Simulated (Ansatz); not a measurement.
# BF2 (SMILES F[B]F): UHF/STO-3G

Aim: the electronic atomisation energy of BF2 at UHF/STO-3G, from 3 runs. 

The calculation is run with Ansatz 0.2.0.

### 1 The structure to begin with

The species is BF2 (3 atoms), meant as a doublet with charge 0. As SMILES, `F[B]F`. The shape is that of a PBE0-D4/def2-TZVP optimisation.

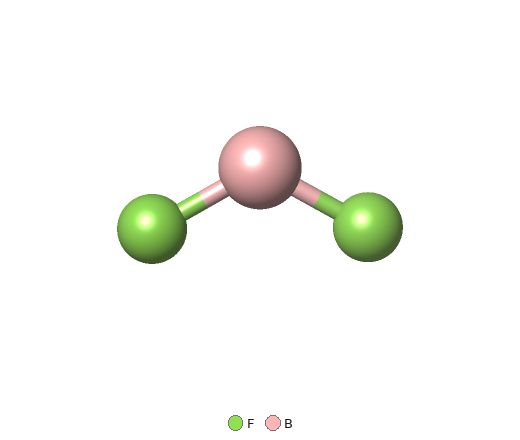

Viewed from a chosen angle; fluorine green, boron pink.

### 2 A single-point energy at UHF/STO-3G

run.yaml reads:

```yaml
basis:
  gaussian:
    orbitals: STO-3G
crystal:
  periodic: [false, false, false]
  atoms:
    - {symbol: F, position_ang: [0.513100, -1.044300, 0.160000]}
    - {symbol: B, position_ang: [0.279000, 0.240500, 0.181300]}
    - {symbol: F, position_ang: [-0.802900, 0.738900, -0.354600]}
magnetization:
  spin_polarized: true
  initial_magnetization: 1
hamiltonian:
  xc: hf
accuracy: high
```

The run is started by

```console
$ ansatz run run.yaml --threads 1 --pin off --max-ram 2610MiB --events-out events.jsonl --progress --plain --runs-dir runs
```

Output:

```text
Warning: RAYON_NUM_THREADS=1 ignored (pool sized by the plan → 1); use --threads N
Functional definition: HF
  name "HF"
  exchange = exact_x
  correlation = 0
250 factors; integrals over basis functions are off by at most 3.9e-8 eV
mean field evaluation 1: about -5997.3301 eV, gradient 1.6e1 eV
mean field evaluation 2: about -5997.4035 eV, gradient 1.6e1 eV
mean field evaluation 4: about -5999.4685 eV, gradient 1.7e0 eV
mean field evaluation 8: about -5999.5240 eV, gradient 2.3e-2 eV
mean field -5999.52397262 eV, -220.4784393702 hartree, gradient 1.4e-8 eV, S^2 0.753576; 0 other end points of the search recorded, 0 dependent functions left out
reference -5999.52397262 eV, -220.4784393702 hartree; 12, 11 occupied and 3, 4 virtual orbitals, 250 factors
Total energy: -5999.52397262 eV, -220.4784393702 hartree
```

It took 0.08 s on 1 thread of Intel Xeon Platinum 8488C (Sapphire Rapids), shared host.

### 3 The B atom at the same level

molecule.yaml reads:

```yaml
crystal:
  periodic: [false, false, false]
  atoms:
    - {symbol: B, position_ang: [0.000000, 0.000000, 0.000000]}
basis:
  gaussian: {orbitals: STO-3G}
total_charge: 0
magnetization: {spin_polarized: true, initial_magnetization: 1}
hamiltonian: {xc: hf}
accuracy: high
```

Run the same way, it converges to -24.14899 Eh (log not shown).

### 4 The F atom

run.yaml reads:

```yaml
crystal:
  periodic: [false, false, false]
  atoms:
    - {symbol: F, position_ang: [0.000000, 0.000000, 0.000000]}
basis:
  gaussian: {orbitals: STO-3G}
magnetization: {spin_polarized: true, initial_magnetization: 1}
hamiltonian: {xc: hf}
accuracy: high
```

Run the same way, it converges to -97.98651 Eh (log not shown).

### 5 Results

At UHF/STO-3G:

| quantity | value |
| --- | --- |
| molecule: total energy | -220.47844 Eh |
| molecule: ⟨S²⟩ | 0.754 |
| B atom: total energy | -24.14899 Eh |
| B atom: ⟨S²⟩ | 0.750 |
| F atom: total energy | -97.98651 Eh |
| F atom: ⟨S²⟩ | 0.750 |
| electronic atomisation energy | 9.699 eV |

In words: Taking the molecule apart into free atoms costs 9.70 eV (224 kcal/mol), before zero-point energy and without spin-orbit coupling. Hartree–Fock lacks the correlation of the bonding pairs, which as a rule makes this value much too low; in minimal bases other errors can mask that. In a minimal basis such a difference can be off by several eV, whatever the method.
